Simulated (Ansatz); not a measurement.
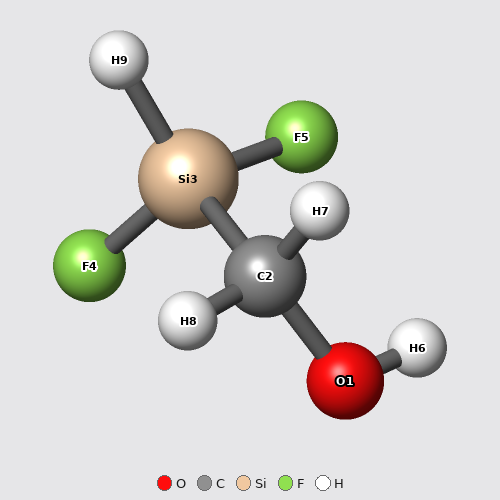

The system is CH₄F₂OSi, SMILES OC[SiH](F)F; the picture shows the reference structure. First axis: dihedral H6–O1–C2–Si3. Second axis: dihedral O1–C2–Si3–F4. Nothing is relaxed (all other coordinates rigid). The grid has 18 × 18 points. Points are written as (first, second). Energies are in meV, from the lowest grid point. The calculation used RHF/def2-TZVP in Ansatz.

Its coordinates:

```yaml
atoms:
  - { symbol: O, position_ang: [0.1816, -0.8149, -1.5374] }
  - { symbol: C, position_ang: [0.4645, -0.7360, -0.1586] }
  - { symbol: Si, position_ang: [-0.4605, 0.6454, 0.7005] }
  - { symbol: F, position_ang: [-2.0032, 0.3915, 0.6733] }
  - { symbol: F, position_ang: [-0.2083, 1.9694, -0.1049] }
  - { symbol: H, position_ang: [0.4530, -0.0264, -1.9754] }
  - { symbol: H, position_ang: [1.5352, -0.6375, 0.0213] }
  - { symbol: H, position_ang: [0.1738, -1.6874, 0.2736] }
  - { symbol: H, position_ang: [-0.0476, 0.8497, 2.0906] }
```

Range: dihedral H6–O1–C2–Si3 from −180 to 160°; dihedral O1–C2–Si3–F4 from −180 to 160°.

Question: What will the energy surface look like?

Answer: The lowest grid point is at (−180°, −80°). The bottom of the well lies between grid points, at about (180°, −70°), about 4.6 meV lower on the interpolated surface. There are further wells near (80°, −60°) (1.3 meV above the lowest at that grid point); (−180°, −180°) (17 meV above the lowest at that grid point); (60°, 60°) (22 meV above the lowest at that grid point). The highest grid point, (−100°, 0°), lies 193 meV above the lowest. On the interpolated surface the easiest way out of the lowest well to the well at about (70°, −60°) passes a barrier of about 32 meV, counted from the interpolated bottom of the well. Round the minimum the two coordinates are weakly coupled (coupling −0.09 in units of the two stiffnesses).

```
dihedral O1–C2–Si3–F4 ↓, dihedral H6–O1–C2–Si3 →  −180  −140  −100  −60  −20   20   60  100  140
                                             160    45    80    85   52  102  136   84   84   73
                                             120   121   162   184  149  136  129  127  164  158
                                              80    70   102   129  125  147   83   34   86  103
                                              40    54    96   115   87  118  118   55   72   78
                                               0   107   155   193  175  165  133  106  138  139
                                             −40    37    77   122  137  169   97   21   55   69
                                             −80     0    45    82   86  136  123   32   27   25
                                            −120    50    94   133  139  172  155   97   96   84
                                            −160    23    54    78   88  151  125   55   63   59
```

The table holds every second grid line.

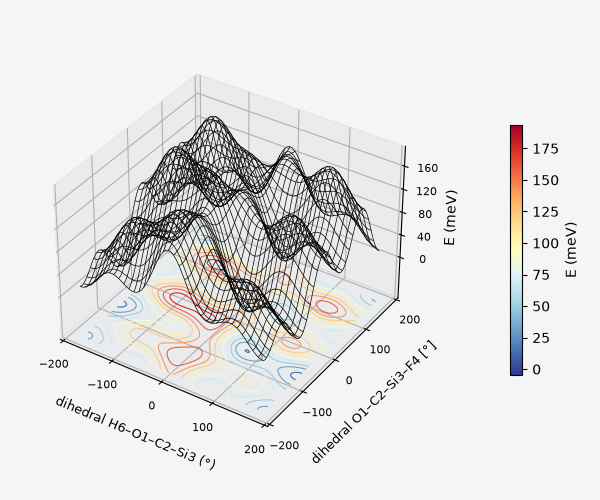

The picture shows a relief with its contours projected below. Between grid points the surface is interpolated.

Each point was launched as `ansatz run input.yaml --threads 1 --pin off --max-ram 2560MiB --backend cpu --events-out ev --progress --plain --runs-dir out`. The whole map (324 points run) took 29 min on 1 thread of Arm Neoverse V2, on a shared host.
